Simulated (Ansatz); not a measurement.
# CBF₅: single points with varied inputs

Aim: run CBF₅ under a spread of inputs, and see what each costs and gives.

The runs use Ansatz 0.2.0, Gaussian basis; the settings change from run to run.

### 1 The geometry

The geometry comes from an earlier relaxation with PBE0-D4 in a triple-zeta def2 set; it is a stationary point, not always the lowest conformer.

SMILES `FB(F)C(F)(F)F`, 7 atoms, charge 0, spin multiplicity 1.

Atoms are counted from 1 here; the program's logs count them from 0.

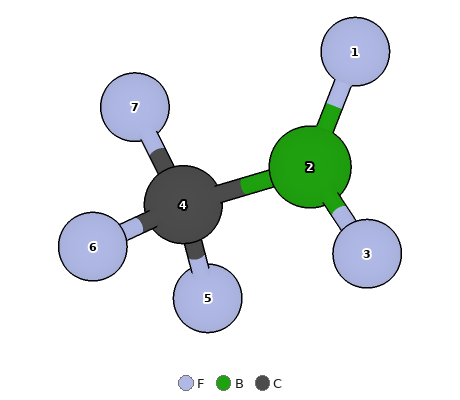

The geometry (fluorine light blue, boron green, carbon dark grey); atoms are numbered from 1 in the order of the file.

### 2 PBE/def2-mTZVPP

Options: unrestricted orbitals.

in.yaml reads:

```yaml
crystal:
  periodic: [false, false, false]
  atoms:
    - {symbol: F, position_ang: [1.242809, -1.388940, 0.665705]}
    - {symbol: B, position_ang: [0.082445, -0.883454, 0.349006]}
    - {symbol: F, position_ang: [-1.007819, -1.581419, 0.518709]}
    - {symbol: C, position_ang: [-0.027619, 0.609792, -0.257007]}
    - {symbol: F, position_ang: [-0.594392, 0.585126, -1.473913]}
    - {symbol: F, position_ang: [-0.794251, 1.383072, 0.528469]}
    - {symbol: F, position_ang: [1.160127, 1.207822, -0.376769]}
basis:
  gaussian: {orbitals: def2-mTZVPP}
magnetization: {spin_polarized: true, initial_magnetization: 0}
hamiltonian: {xc: {name: PBE}}
output: {forces: true}
```

On the command line:

```sh
$ ansatz run in.yaml --threads 4 --pin off --events-out ev --progress --plain --max-ram 10444MiB
```

Output:

```text
Functional definition: PBE
  name "PBE"
  cite "Perdew, Burke & Ernzerhof, Phys. Rev. Lett. 77, 3865 (1996) doi:10.1103/PhysRevLett.77.3865"
  parent pbe
  parameter kappa = 0.804
  parameter beta = 0.06672455060314922
  exchange = pbe_x(kappa = kappa, mu = beta*pi^2/3)
  correlation = pbe_c(beta = beta)
1118 factors; their error is unknown
mean field evaluation 1: about -15288.9932 eV, gradient 3.7e1 eV
mean field evaluation 2: about -15282.7692 eV, gradient 6.2e1 eV
mean field evaluation 4: about -15292.3679 eV, gradient 1.2e0 eV
mean field evaluation 8: about -15292.3693 eV, gradient 4.7e-2 eV
mean field evaluation 16: about -15292.3549 eV, gradient 1.3e-4 eV
mean field -15292.35494783 eV, -561.9836788024 hartree, gradient 7.5e-6 eV, S^2 0.000000; 0 other end points of the search recorded, 0 dependent functions left out
the calculation of the forces begins
reference -15292.35498089 eV, -561.9836800171 hartree; 28, 28 occupied and 130, 130 virtual orbitals, 1118 factors
Total energy: -15292.35498089 eV, -561.9836800171 hartree
Atom 0 at     1.242809    -1.388940     0.665705 Å, force     0.674927    -0.295288     0.184885 eV/Å
Atom 1 at     0.082445    -0.883454     0.349006 Å, force    -0.035085     0.469613    -0.191129 eV/Å
Atom 2 at    -1.007819    -1.581419     0.518709 Å, force    -0.631263    -0.407917     0.099944 eV/Å
Atom 3 at    -0.027619     0.609792    -0.257007 Å, force     0.111253    -0.819350     0.337674 eV/Å
Atom 4 at    -0.594392     0.585126    -1.473913 Å, force    -0.480105    -0.053559    -1.020912 eV/Å
Atom 5 at    -0.794251     1.383072     0.528469 Å, force    -0.650166     0.624754     0.680712 eV/Å
Atom 6 at     1.160127     1.207822    -0.376769 Å, force     1.010440     0.481748    -0.091174 eV/Å
Dipole moment:     0.025011    -0.156059     0.064727 e Å
```

Run time: 2.2 s. Hardware: 4 threads of Arm Neoverse V2, shared host; peak memory 0.4 GiB.

Largest force 1.130 eV/Å, dipole 0.82 D, ⟨S²⟩ 0.000.

### 3 BHLYP/def2-TZVPP

Options: unrestricted orbitals, D4 dispersion.

in.yaml: that of step 2 with these lines changed.

```diff
@@ -11,5 +11,5 @@
 basis:
-  gaussian: {orbitals: def2-mTZVPP}
+  gaussian: {orbitals: def2-TZVPP}
 magnetization: {spin_polarized: true, initial_magnetization: 0}
-hamiltonian: {xc: {name: PBE}}
+hamiltonian: {xc: {name: BHLYP}, dispersion: d4}
 output: {forces: true}
```

The command is unchanged.

Output, cut to the lines that bear on the results:

```text
Functional definition: BHLYP
  name "BHLYP"
  cite "Becke, J. Chem. Phys. 98, 1372 (1993) doi:10.1063/1.464304"
  cite "Becke, Phys. Rev. A 38, 3098 (1988) doi:10.1103/PhysRevA.38.3098"
  cite "Lee, Yang & Parr, Phys. Rev. B 37, 785 (1988) doi:10.1103/PhysRevB.37.785"
[...]
1305 factors; their error is unknown
[...]
mean field -15301.93894633 eV, -562.3358842508 hartree, gradient 5.1e-5 eV, S^2 0.000000; 0 other end points of the search recorded, 0 dependent functions left out
[...]
reference -15301.93907773 eV, -562.3358890798 hartree; 28, 28 occupied and 189, 189 virtual orbitals, 1305 factors
Total energy: -15302.07332052 eV, -562.3408224114 hartree
Atom 0 at     1.242809    -1.388940     0.665705 Å, force    -0.467969     0.213986    -0.131573 eV/Å
Atom 1 at     0.082445    -0.883454     0.349006 Å, force     0.026217    -0.309760     0.125369 eV/Å
Atom 2 at    -1.007819    -1.581419     0.518709 Å, force     0.435852     0.291224    -0.072511 eV/Å
Atom 3 at    -0.027619     0.609792    -0.257007 Å, force    -0.049544     0.289131    -0.120136 eV/Å
Atom 4 at    -0.594392     0.585126    -1.473913 Å, force     0.238902     0.041579     0.502640 eV/Å
Atom 5 at    -0.794251     1.383072     0.528469 Å, force     0.323275    -0.295955    -0.344899 eV/Å
Atom 6 at     1.160127     1.207822    -0.376769 Å, force    -0.506734    -0.230205     0.041110 eV/Å
Dipole moment:     0.030919    -0.177247     0.073773 e Å
```

It took 4.3 s on 4 threads of Arm Neoverse V2, shared host; peak memory 0.68 GiB.

Largest force 0.558 eV/Å, dipole 0.93 D, ⟨S²⟩ 0.000.

### 4 B3LYP5/STO-3G

Set apart from the defaults: atoms shaken by 0.03 Å.

in.yaml reads:

```yaml
crystal:
  periodic: [false, false, false]
  atoms:
    - {symbol: F, position_ang: [1.210867, -1.400075, 0.680752]}
    - {symbol: B, position_ang: [0.120334, -0.908194, 0.328037]}
    - {symbol: F, position_ang: [-1.003042, -1.574385, 0.461931]}
    - {symbol: C, position_ang: [-0.000959, 0.535377, -0.289845]}
    - {symbol: F, position_ang: [-0.586776, 0.571307, -1.509491]}
    - {symbol: F, position_ang: [-0.819949, 1.356668, 0.514113]}
    - {symbol: F, position_ang: [1.147937, 1.203515, -0.393061]}
basis:
  gaussian: {orbitals: STO-3G}
hamiltonian: {xc: {name: B3LYP5}}
```

Same command.

Output, cut to the lines that bear on the results:

```text
Functional definition: B3LYP5
  name "B3LYP5"
  cite "Stephens, Devlin, Chabalowski & Frisch, J. Phys. Chem. 98, 11623 (1994) doi:10.1021/j100096a001"
  cite "Becke, Phys. Rev. A 38, 3098 (1988) doi:10.1103/PhysRevA.38.3098"
  cite "Lee, Yang & Parr, Phys. Rev. B 37, 785 (1988) doi:10.1103/PhysRevB.37.785"
  cite "Vosko, Wilk & Nusair, Can. J. Phys. 58, 1200 (1980) doi:10.1139/p80-159"
[...]
511 factors; integrals over basis functions are off by at most 7.9e-5 eV
[...]
mean field -15074.83474610 eV, -553.9899588293 hartree, gradient 3.4e-5 eV, S^2 0.000000; 0 other end points of the search recorded, 0 dependent functions left out
reference -15074.83485742 eV, -553.9899629203 hartree; 28, 28 occupied and 7, 7 virtual orbitals, 511 factors
Total energy: -15074.83485742 eV, -553.9899629203 hartree
```

Wall time 0.35 s (4 threads of Arm Neoverse V2, shared host); peak memory 0.4 GiB.

### 5 r2SCAN50/cc-pCVTZ

Options: charge +1, multiplicity 2, restricted open-shell orbitals, D4 dispersion.

in.yaml reads:

```yaml
crystal:
  periodic: [false, false, false]
  atoms:
    - {symbol: F, position_ang: [1.242809, -1.388940, 0.665705]}
    - {symbol: B, position_ang: [0.082445, -0.883454, 0.349006]}
    - {symbol: F, position_ang: [-1.007819, -1.581419, 0.518709]}
    - {symbol: C, position_ang: [-0.027619, 0.609792, -0.257007]}
    - {symbol: F, position_ang: [-0.594392, 0.585126, -1.473913]}
    - {symbol: F, position_ang: [-0.794251, 1.383072, 0.528469]}
    - {symbol: F, position_ang: [1.160127, 1.207822, -0.376769]}
basis:
  gaussian: {orbitals: cc-pCVTZ}
total_charge: 1
magnetization: {spin_polarized: false, initial_magnetization: 1}
hamiltonian: {xc: {name: r2SCAN50}, dispersion: d4}
```

Same command.

Output, cut to the lines that bear on the results:

```text
Functional definition: r2SCAN50
  name "r2SCAN50"
  cite "Bursch, Neugebauer, Ehlert & Grimme, J. Chem. Phys. 156, 134105 (2022) doi:10.1063/5.0086040"
  cite "Furness, Kaplan, Ning, Perdew & Sun, J. Phys. Chem. Lett. 11, 8208 (2020) doi:10.1021/acs.jpclett.0c02405"
  cite "Furness, Kaplan, Ning, Perdew & Sun, J. Phys. Chem. Lett. 11, 9248 (2020) doi:10.1021/acs.jpclett.0c03077"
  parent r2scan
[...]
1612 factors; their error is unknown
[...]
mean field -15282.61459634 eV, -561.6257274873 hartree, gradient 4.8e-5 eV, S^2 0.750000; 0 other end points of the search recorded, 0 dependent functions left out
reference -15282.61460031 eV, -561.6257276332 hartree; 28, 27 occupied and 273, 274 virtual orbitals, 1612 factors
Total energy: -15282.64839583 eV, -561.6269695957 hartree
```

Run time: 13 s. Hardware: 4 threads of Arm Neoverse V2, shared host; peak memory 0.98 GiB.

### 6 PBE0-DH/ANO-RCC-VTZP

Options: coordinates scaled by 0.96, high accuracy.

in.yaml reads:

```yaml
crystal:
  periodic: [false, false, false]
  atoms:
    - {symbol: F, position_ang: [1.193096, -1.333382, 0.639077]}
    - {symbol: B, position_ang: [0.079147, -0.848116, 0.335046]}
    - {symbol: F, position_ang: [-0.967506, -1.518162, 0.497960]}
    - {symbol: C, position_ang: [-0.026514, 0.585401, -0.246727]}
    - {symbol: F, position_ang: [-0.570616, 0.561721, -1.414956]}
    - {symbol: F, position_ang: [-0.762481, 1.327749, 0.507330]}
    - {symbol: F, position_ang: [1.113722, 1.159510, -0.361698]}
basis:
  gaussian: {orbitals: ANO-RCC-VTZP}
hamiltonian: {xc: {name: PBE0-DH}}
accuracy: high
output: {forces: true}
```

The command is unchanged.

Output, cut to the lines that bear on the results:

```text
Functional definition: PBE0-DH
  name "PBE0-DH"
  cite "Brémond & Adamo, J. Chem. Phys. 135, 024106 (2011) doi:10.1063/1.3604569"
  cite "Perdew, Burke & Ernzerhof, Phys. Rev. Lett. 77, 3865 (1996) doi:10.1103/PhysRevLett.77.3865"
[...]
4111 factors; integrals over basis functions are off by at most 2.7e-9 eV
[...]
mean field -15299.21839816 eV, -562.2359059497 hartree, gradient 1.6e-8 eV, S^2 0.000000; 0 other end points of the search recorded, 0 dependent functions left out
7 core orbitals not correlated: weight in the atoms' cores, before any rotation towards them, 1.000 or more for the frozen orbitals, at most 0.000 for the correlated occupied ones
reference -15299.21840109 eV, -562.2359060573 hartree; 21, 21 occupied and 182, 182 virtual orbitals, 4111 factors
second order -47.84052203 eV of doubles, -0.00000000 eV of singles
[...]
Total energy: -15305.19846634 eV, -562.4556694020 hartree
Relativity: scalar
Atom 0 at     1.193096    -1.333382     0.639077 Å, force     2.771758    -1.180155     0.745824 eV/Å
Atom 1 at     0.079147    -0.848116     0.335046 Å, force    -0.015317     1.014897    -0.406306 eV/Å
Atom 2 at    -0.967506    -1.518162     0.497960 Å, force    -2.614191    -1.626318     0.388293 eV/Å
Atom 3 at    -0.026514     0.585401    -0.246727 Å, force     0.093666    -0.943162     0.385210 eV/Å
Atom 4 at    -0.570616     0.561721    -1.414956 Å, force    -1.248150    -0.143322    -2.644294 eV/Å
Atom 5 at    -0.762481     1.327749     0.507330 Å, force    -1.688638     1.614240     1.765393 eV/Å
Atom 6 at     1.113722     1.159510    -0.361698 Å, force     2.700873     1.263820    -0.234121 eV/Å
Dipole moment:     0.026565    -0.165538     0.068664 e Å
```

Run time: 2.9 min. Hardware: 4 threads of Arm Neoverse V2, shared host; peak memory 1.8 GiB.

Largest force 3.103 eV/Å, dipole 0.87 D.

### 7 revPBE/def2-mTZVP

This run has D4 dispersion, the search for lower states set to full.

in.yaml reads:

```yaml
crystal:
  periodic: [false, false, false]
  atoms:
    - {symbol: F, position_ang: [1.242809, -1.388940, 0.665705]}
    - {symbol: B, position_ang: [0.082445, -0.883454, 0.349006]}
    - {symbol: F, position_ang: [-1.007819, -1.581419, 0.518709]}
    - {symbol: C, position_ang: [-0.027619, 0.609792, -0.257007]}
    - {symbol: F, position_ang: [-0.594392, 0.585126, -1.473913]}
    - {symbol: F, position_ang: [-0.794251, 1.383072, 0.528469]}
    - {symbol: F, position_ang: [1.160127, 1.207822, -0.376769]}
basis:
  gaussian: {orbitals: def2-mTZVP}
hamiltonian: {xc: {name: revPBE}, dispersion: d4}
scf: {lower_state_search: full}
```

Same command.

Output:

```text
Functional definition: revPBE
  name "revPBE"
  cite "Zhang & Yang, Phys. Rev. Lett. 80, 890 (1998) doi:10.1103/PhysRevLett.80.890"
  cite "Perdew, Burke & Ernzerhof, Phys. Rev. Lett. 77, 3865 (1996) doi:10.1103/PhysRevLett.77.3865"
  parameter kappa = 1.245
  parameter beta = 0.06672455060314922
  exchange = pbe_x(kappa = kappa, mu = beta*pi^2/3)
  correlation = pbe_c(beta = beta)
1073 factors; their error is unknown
mean field evaluation 1: about -15298.5843 eV, gradient 5.2e1 eV
mean field evaluation 2: about -15292.3398 eV, gradient 8.7e1 eV
mean field evaluation 4: about -15301.9441 eV, gradient 1.6e0 eV
mean field evaluation 8: about -15301.9452 eV, gradient 5.8e-2 eV
mean field evaluation 16: about -15298.5642 eV, gradient 5.2e1 eV
mean field -15301.92997079 eV, -562.3355544057 hartree, gradient 8.8e-5 eV, S^2 0.000000; 0 other end points of the search recorded, 0 dependent functions left out
reference -15301.93001066 eV, -562.3355558709 hartree; 28, 28 occupied and 105, 105 virtual orbitals, 1073 factors
Total energy: -15302.36757908 eV, -562.3516362138 hartree
```

Run time: 0.9 s. Hardware: 4 threads of Arm Neoverse V2, shared host; peak memory 0.4 GiB.

### 8 HSE06/def2-TZVP

This run has coordinates scaled by 1.25, a point charge of -1.00 e beside it.

in.yaml reads:

```yaml
crystal:
  periodic: [false, false, false]
  atoms:
    - {symbol: F, position_ang: [1.553511, -1.736175, 0.832131]}
    - {symbol: B, position_ang: [0.103056, -1.104318, 0.436257]}
    - {symbol: F, position_ang: [-1.259774, -1.976774, 0.648386]}
    - {symbol: C, position_ang: [-0.034523, 0.762240, -0.321259]}
    - {symbol: F, position_ang: [-0.742990, 0.731408, -1.842391]}
    - {symbol: F, position_ang: [-0.992814, 1.728840, 0.660586]}
    - {symbol: F, position_ang: [1.450159, 1.509778, -0.470961]}
basis:
  gaussian: {orbitals: def2-TZVP, point_charges: [{charge: -1.00, position_ang: [5.691, 0.439, 0.834]}]}
hamiltonian: {xc: {name: HSE06}}
```

Same command.

Output, cut to the lines that bear on the results:

```text
Functional definition: HSE06
  name "HSE06"
  cite "Heyd, Scuseria & Ernzerhof, J. Chem. Phys. 118, 8207 (2003) doi:10.1063/1.1564060"
  cite "Krukau, Vydrov, Izmaylov & Scuseria, J. Chem. Phys. 125, 224106 (2006) doi:10.1063/1.2404663"
  cite "Heyd & Scuseria, J. Chem. Phys. 120, 7274 (2004) doi:10.1063/1.1668634"
  cite "Ernzerhof & Perdew, J. Chem. Phys. 109, 3313 (1998) doi:10.1063/1.476928"
  cite "Perdew, Burke & Ernzerhof, Phys. Rev. Lett. 77, 3865 (1996) doi:10.1103/PhysRevLett.77.3865"
  parent pbe
[...]
  # The whole range is PBE's own exchange, as in plane waves. The composition of these papers is wPBEh.
[...]
1129 factors; their error is unknown
81 factors; integrals over basis functions are off by at most 3.0e-7 eV
[...]
mean field -15283.00582416 eV, -561.6401048446 hartree, gradient 2.0e-5 eV, S^2 0.000000; 0 other end points of the search recorded, 0 dependent functions left out
reference -15283.00585518 eV, -561.6401059844 hartree; 28, 28 occupied and 189, 189 virtual orbitals, 1129 factors
Total energy: -15283.00585518 eV, -561.6401059844 hartree
```

It took 1.9 s on 4 threads of Arm Neoverse V2, shared host; peak memory 0.4 GiB.

### 9 PBE-QIDH/6-31G

This run has the search for lower states set to light.

in.yaml reads:

```yaml
crystal:
  periodic: [false, false, false]
  atoms:
    - {symbol: F, position_ang: [1.242809, -1.388940, 0.665705]}
    - {symbol: B, position_ang: [0.082445, -0.883454, 0.349006]}
    - {symbol: F, position_ang: [-1.007819, -1.581419, 0.518709]}
    - {symbol: C, position_ang: [-0.027619, 0.609792, -0.257007]}
    - {symbol: F, position_ang: [-0.594392, 0.585126, -1.473913]}
    - {symbol: F, position_ang: [-0.794251, 1.383072, 0.528469]}
    - {symbol: F, position_ang: [1.160127, 1.207822, -0.376769]}
basis:
  gaussian: {orbitals: 6-31G}
hamiltonian: {xc: {name: PBE-QIDH}}
scf: {lower_state_search: light}
output: {forces: true}
```

The command is unchanged.

Output, cut to the lines that bear on the results:

```text
Functional definition: PBE-QIDH
  name "PBE-QIDH"
  cite "Brémond, Sancho-García, Pérez-Jiménez & Adamo, J. Chem. Phys. 141, 031101 (2014) doi:10.1063/1.4890314"
  cite "Perdew, Burke & Ernzerhof, Phys. Rev. Lett. 77, 3865 (1996) doi:10.1103/PhysRevLett.77.3865"
[...]
628 factors; integrals over basis functions are off by at most 1.3e-4 eV
[...]
mean field -15264.46922121 eV, -560.9588972504 hartree, gradient 4.2e-6 eV, S^2 0.000000; 0 other end points of the search recorded, 0 dependent functions left out
7 core orbitals not correlated: weight in the atoms' cores, before any rotation towards them, 1.000 or more for the frozen orbitals, at most 0.000 for the correlated occupied ones
reference -15264.46922569 eV, -560.9588974152 hartree; 21, 21 occupied and 35, 35 virtual orbitals, 628 factors
second order -22.97990457 eV of doubles, -0.00000000 eV of singles
[...]
Total energy: -15272.12919388 eV, -561.2403960540 hartree
Atom 0 at     1.242809    -1.388940     0.665705 Å, force     1.821640    -0.727169     0.470892 eV/Å
Atom 1 at     0.082445    -0.883454     0.349006 Å, force    -0.085526     2.138088    -0.860835 eV/Å
Atom 2 at    -1.007819    -1.581419     0.518709 Å, force    -1.726096    -1.023279     0.236278 eV/Å
Atom 3 at    -0.027619     0.609792    -0.257007 Å, force     0.121292    -2.175806     0.879029 eV/Å
Atom 4 at    -0.594392     0.585126    -1.473913 Å, force    -0.912373    -0.178225    -1.939157 eV/Å
Atom 5 at    -0.794251     1.383072     0.528469 Å, force    -1.240466     1.130756     1.345059 eV/Å
Atom 6 at     1.160127     1.207822    -0.376769 Å, force     2.021528     0.835635    -0.131266 eV/Å
Dipole moment:     0.033129    -0.179098     0.074734 e Å
```

It took 1.6 s on 4 threads of Arm Neoverse V2, shared host; peak memory 0.4 GiB.

Largest force 2.350 eV/Å, dipole 0.95 D.

### 10 r2SCANh/def2-TZVPD

Set apart from the defaults: density fitting with def2-universal-jkfit, D3(BJ) dispersion.

in.yaml: that of step 9 with these lines changed.

```diff
@@ -11,5 +11,4 @@
 basis:
-  gaussian: {orbitals: 6-31G}
-hamiltonian: {xc: {name: PBE-QIDH}}
-scf: {lower_state_search: light}
+  gaussian: {orbitals: def2-TZVPD, fitting: {mean_field: def2-universal-jkfit}}
+hamiltonian: {xc: {name: r2SCANh}, dispersion: d3bj}
 output: {forces: true}
```

Same command.

Output, cut to the lines that bear on the results:

```text
Warning: the engine holds no damping parameters fitted to this dispersion correction and functional, so the run takes those fitted to r2scanh beside the three-body term, which d3bj leaves out (hamiltonian.dispersion, under Limitations)
Functional definition: r2SCANh
  name "r2SCANh"
  cite "Bursch, Neugebauer, Ehlert & Grimme, J. Chem. Phys. 156, 134105 (2022) doi:10.1063/5.0086040"
  cite "Furness, Kaplan, Ning, Perdew & Sun, J. Phys. Chem. Lett. 11, 8208 (2020) doi:10.1021/acs.jpclett.0c02405"
  cite "Furness, Kaplan, Ning, Perdew & Sun, J. Phys. Chem. Lett. 11, 9248 (2020) doi:10.1021/acs.jpclett.0c03077"
  parent r2scan
[...]
535 factors; integrals over basis functions are off by at most 1.6e0 eV
[...]
mean field -15300.47912184 eV, -562.2822366904 hartree, gradient 8.3e-5 eV, S^2 0.000000; 0 other end points of the search recorded, 0 dependent functions left out
[...]
reference -15300.47914228 eV, -562.2822374416 hartree; 28, 28 occupied and 246, 246 virtual orbitals, 535 factors
Total energy: -15300.50588860 eV, -562.2832203506 hartree
Atom 0 at     1.242809    -1.388940     0.665705 Å, force     0.011775     0.005865    -0.000991 eV/Å
Atom 1 at     0.082445    -0.883454     0.349006 Å, force     0.001710     0.057815    -0.023468 eV/Å
Atom 2 at    -1.007819    -1.581419     0.518709 Å, force    -0.014359     0.010124    -0.005283 eV/Å
Atom 3 at    -0.027619     0.609792    -0.257007 Å, force     0.049156    -0.295514     0.122733 eV/Å
Atom 4 at    -0.594392     0.585126    -1.473913 Å, force    -0.071856     0.026441    -0.140554 eV/Å
Atom 5 at    -0.794251     1.383072     0.528469 Å, force    -0.093067     0.110469     0.069772 eV/Å
Atom 6 at     1.160127     1.207822    -0.376769 Å, force     0.116642     0.084800    -0.022208 eV/Å
Dipole moment:     0.027398    -0.167437     0.069505 e Å
```

It took 4.9 s on 4 threads of Arm Neoverse V2, shared host; peak memory 0.44 GiB.

Largest force 0.324 eV/Å, dipole 0.88 D.

### 11 All runs side by side

```csv
level,charge,multiplicity,geometry,functions,energy (eV),time
PBE/def2-mTZVPP,0,1,relaxed,158,-15292.355,2.2 s
BHLYP/def2-TZVPP,0,1,relaxed,217,-15302.073,4.3 s
B3LYP5/STO-3G,0,1,shaken,35,-15074.835,0.35 s
r2SCAN50/cc-pCVTZ,1,2,relaxed,301,-15282.648,13 s
PBE0-DH/ANO-RCC-VTZP,0,1,scaled,210,-15305.198,2.9 min
revPBE/def2-mTZVP,0,1,relaxed,133,-15302.368,0.9 s
HSE06/def2-TZVP,0,1,"scaled, point charge",217,-15283.006,1.9 s
PBE-QIDH/6-31G,0,1,relaxed,63,-15272.129,1.6 s
r2SCANh/def2-TZVPD,0,1,relaxed,274,-15300.506,4.9 s
```

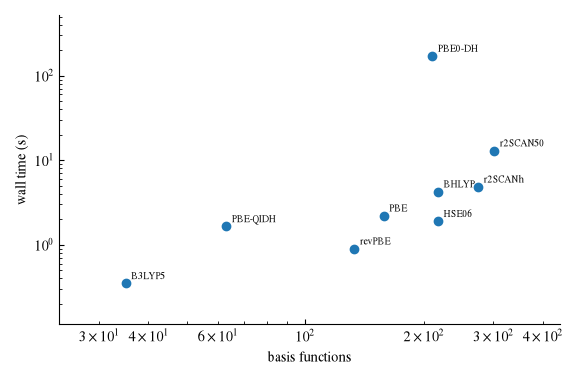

Wall time against the number of basis functions (shared host).

### 12 Summary of results

| quantity | value |
| --- | --- |
| runs | 9 |
| quickest | B3LYP5/STO-3G, 0.35 s |
| slowest | PBE0-DH/ANO-RCC-VTZP, 2.9 min |
| spread of total energies, same state and geometry | 30.2 eV |
| dipole, same state and geometry | 0.82 to 0.95 D |

Run time spans a factor of 489, from B3LYP5/STO-3G to PBE0-DH/ANO-RCC-VTZP. The jobs differ in tasks and options as well as level. Total energies at one charge and spin differ by 30 eV between levels, so only differences within one level mean anything. At the PBE0-D4/def2-TZVP geometry and in the same state, runs without warnings or point charges leave forces up to 2.35 eV/Å (PBE-QIDH/6-31G), against 3.1 eV/Å where the atoms were moved. At that geometry and state the dipole changes by 15 % between the lowest and highest value.
